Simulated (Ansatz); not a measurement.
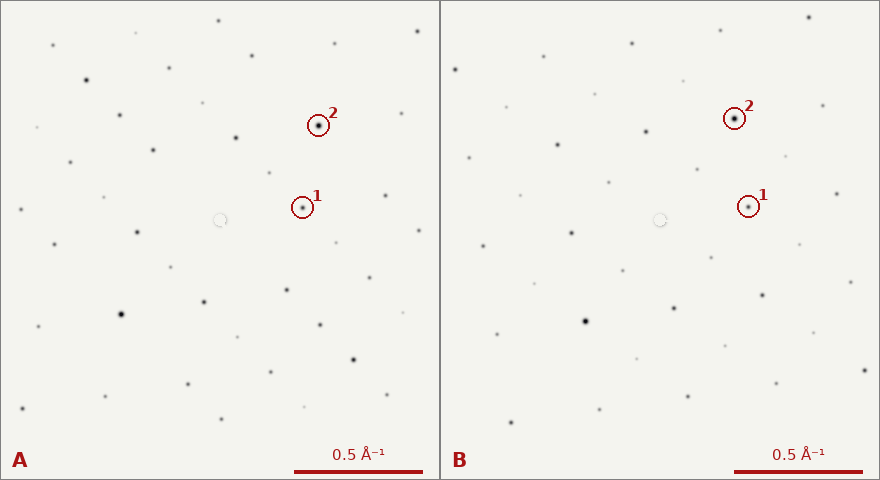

Kinematic electron diffraction patterns (300 kV, B = 0.5 Å², same scale) along [110] of the run's own cell, for the start and the end of one relaxation of Na3HF8 with Ansatz, DFT, PAW plane waves, r2scan. k mesh 5×5×5. The start is a generated model structure, and the relaxation ends in the nearest stationary point of its symmetry, not necessarily the ground state. Spot 1 is -1 1 -1 and spot 2 is -2 2 0 in both.

Start structure:

```
H Na F
1.0
     0.00000    5.26627    0.00000
     5.26627    0.00000    0.00000
     2.63313    2.63313   -5.25860
H Na F
1 3 8
Direct
  0.00000 0.00000 0.00000
  0.75000 0.25000 0.50000
  0.25000 0.75000 0.50000
  0.50000 0.50000 0.00000
  0.34890 0.34890 0.77480
  0.34890 0.87630 0.77480
  0.87630 0.87630 0.77480
  0.87630 0.34890 0.77480
  0.65110 0.12370 0.22520
  0.65110 0.65110 0.22520
  0.12370 0.65110 0.22520
  0.12370 0.12370 0.22520
```

Which pattern belongs to the start structure, and which to the relaxed one?

Answer. A is the start: its cell gives d(1) = 3.039 Å, d(2) = 1.862 Å and an angle of 35.3°. B is the relaxed structure, with d(1) = 2.845 Å (-6.4 %), d(2) = 2.022 Å (+8.6 %) and 45.3°.

Name reflections whose intensity changes strongly on relaxation.

Answer. 0 0 1 comes into sight.

What did the relaxation do to the structure and the energy?

Answer. The volume changed by -10.2 % to 10.91 Å³ an atom; with the mean shift removed, the atoms moved by up to 0.09 Å relative to the cell (F most); the space group stayed I4/mmm (No. 139); the free energy fell by 220 meV an atom. Relaxed cell: a = 5.720 Å, b = 5.720 Å, c = 5.690 Å, α = 59.83°, β = 59.83°, γ = 90.00°.
